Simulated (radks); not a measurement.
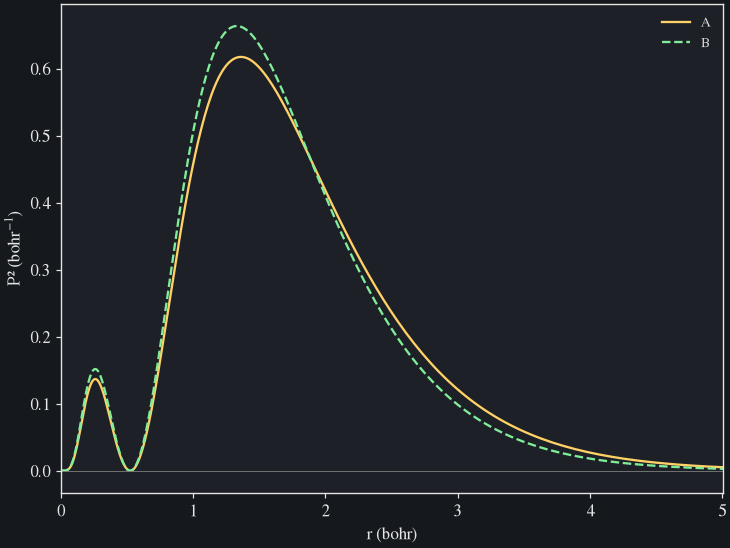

Mo⁺ (Z = 42, 41 electrons) was computed in two configurations: [Kr] 4d3 5s2 (high spin); [Kr] 4d4 5s1 (high spin). Computed with the in-house radial solver radks: scalar-relativistic Kohn-Sham, LDA (Slater exchange, Perdew-Wang correlation), spin-polarised, spherical densities, point nucleus.

The plot shows P² of the 4d up orbital in both runs (large components where relativistic).

Which curve belongs to which run?

Answer. A is [Kr] 4d4 5s1 (high spin) (⟨r⟩ = 1.79 bohr, eigenvalue −13.9 eV); B is [Kr] 4d3 5s2 (high spin) (⟨r⟩ = 1.70 bohr, eigenvalue −16.3 eV). The orbital is smaller where the other electrons screen the nucleus less.
